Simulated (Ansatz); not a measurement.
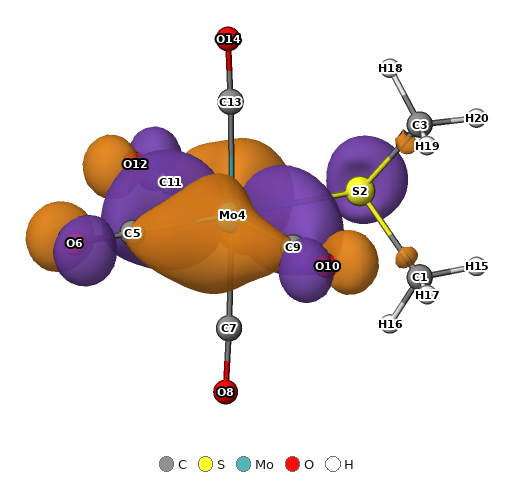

*C$_{7}$H$_{6}$MoO$_{5}$S (SMILES C[S+](C)[Mo-6]([C]#[O+])([C]#[O+])([C]#[O+])([C]#[O+])[C]#[O+]). The HOMO at ±0.1 Å⁻³ᐟ² (orange and purple are the two phases), seen at a tilt.*

Geometry: PBE0-D4/def2-TZVP; core potentials replace the inner electrons of Mo.

Computed with RKS PBE0-D4/def2-TZVPP (Ansatz).

The calculation's input:

```
crystal:
  periodic: [false, false, false]
  atoms:
    - {symbol: C, position_ang: [-1.400862, -0.269848, 2.025735]}
    - {symbol: S, position_ang: [-0.110783, -1.050165, 1.047855]}
    - {symbol: C, position_ang: [1.318171, -0.562902, 2.022585]}
    - {symbol: Mo, position_ang: [0.010579, 0.117195, -1.223252]}
    - {symbol: C, position_ang: [0.099036, 0.996431, -2.994383]}
    - {symbol: O, position_ang: [0.150691, 1.512505, -4.015121]}
    - {symbol: C, position_ang: [-2.016545, 0.319726, -1.273790]}
    - {symbol: O, position_ang: [-3.148550, 0.448553, -1.331171]}
    - {symbol: C, position_ang: [0.175004, 1.928340, -0.314468]}
    - {symbol: O, position_ang: [0.268869, 2.949180, 0.188486]}
    - {symbol: C, position_ang: [-0.151864, -1.699680, -2.148646]}
    - {symbol: O, position_ang: [-0.240009, -2.696640, -2.691932]}
    - {symbol: C, position_ang: [2.040722, -0.053431, -1.256755]}
    - {symbol: O, position_ang: [3.177699, -0.133176, -1.304649]}
    - {symbol: H, position_ang: [-1.407393, -0.699424, 3.028320]}
    - {symbol: H, position_ang: [-2.351163, -0.481782, 1.537536]}
    - {symbol: H, position_ang: [-1.251527, 0.809040, 2.074635]}
    - {symbol: H, position_ang: [2.200040, -0.974483, 1.533465]}
    - {symbol: H, position_ang: [1.403658, 0.522991, 2.069601]}
    - {symbol: H, position_ang: [1.234237, -0.982419, 3.025940]}
basis:
  gaussian: {orbitals: def2-TZVPP}
hamiltonian: {xc: pbe0, dispersion: d4}
output: {orbitals: {seedname: orbitals}}
```

Run with:

```sh
ansatz run in.yaml --threads 11 --pin off --events-out ev --progress --plain --max-ram 120832MiB --backend cuda --devices 0, --max-vram 75GiB
```

Question: Where does this orbital lie, and at what energy?

Answer: By Hirshfeld shares it lies mainly on Mo4 (about 45 %), C5 (about 10 %), C11 (about 10 %), C9 (about 10 %), O6 (about 5 %) and S2 (about 5 %). Its energy is −6.33 eV.
